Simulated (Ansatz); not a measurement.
CHNSe (SMILES N=C=[Se])

```xyz
4

N    -0.4184    0.4634   -0.5631
C     0.3347   -0.1767    0.1025
Se    1.5273   -1.0629    0.9544
H    -1.3881    0.7159   -0.5142
```

Geometry: PBE0-D4/def2-TZVP.

These are results of RKS PBE0-D4/def2-TZVPP in Ansatz, not measurements.

What will maps of the electron density and electron localisation function show?

Answer. C–N (1.19 Å): ρ is about 3.3 e/Å³ halfway; the ELF peaks at about 0.85 between the atoms; a multiple bond.
C–Se (1.71 Å): ρ is about 1.4 e/Å³ halfway; the ELF peaks at about 0.85 between the atoms; a covalent bond.
N–H (1.00 Å): ρ at the midpoint is about 3 e/Å³; the ELF climbs to about 1 towards the hydrogen, as it does in any bond to H (a covalent bond by its length).

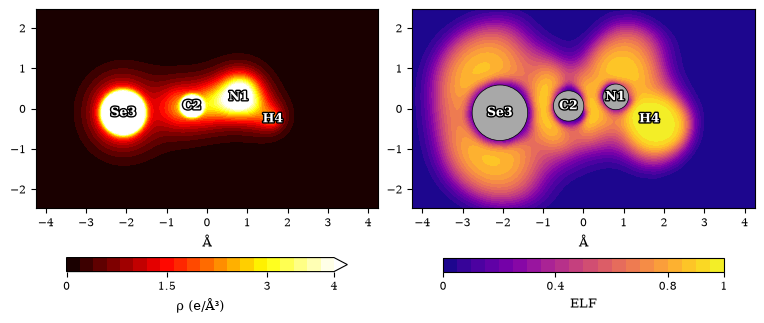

Computed electron density and electron localisation function on the molecular plane, in this order. Grey discs cover the atomic cores in the ELF map. 
